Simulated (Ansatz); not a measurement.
La5O

```
La O
1.0
     6.56815    0.00000    0.00000
     0.00000    6.56815    0.00000
     0.00000    0.00000   11.09175
La O
10 2
Direct
  0.00000 0.50000 0.25000
  0.50000 0.00000 0.75000
  0.50000 0.00000 0.25000
  0.00000 0.50000 0.75000
  0.00000 0.00000 0.31398
  0.50000 0.50000 0.81398
  0.00000 0.00000 0.68602
  0.50000 0.50000 0.18602
  0.00000 0.00000 0.00000
  0.50000 0.50000 0.50000
  0.00000 0.00000 0.50000
  0.50000 0.50000 0.00000
```

Space group I4/mmm; a structure generated by program, which may or may not match a known phase; computed without spin polarisation.

All numbers below come from DFT PBE, scalar-relativistic, plane waves, PAW in Ansatz 0.2.0.

Question: Predict the valence pseudo-density and electron localisation function between the atoms.

Answer: La–O (2.06 Å): ρ is about 0.95 e/Å³ halfway; the ELF peaks at about 0.80 in the valence shell of O, 0.5 Å from its nucleus, and drops to about 0.40 between the two atoms.

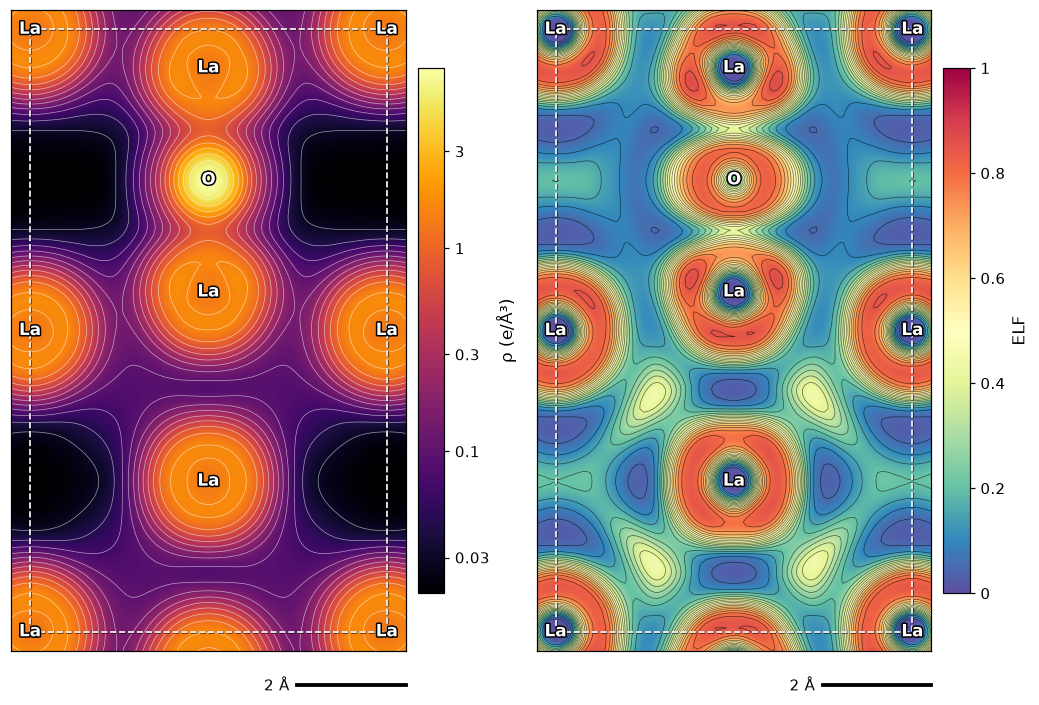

Computed valence pseudo-density and electron localisation function on the (010) plane of the conventional cell, in this order. 

In a PAW calculation such maps are meaningful between the atoms, not at the nuclei.
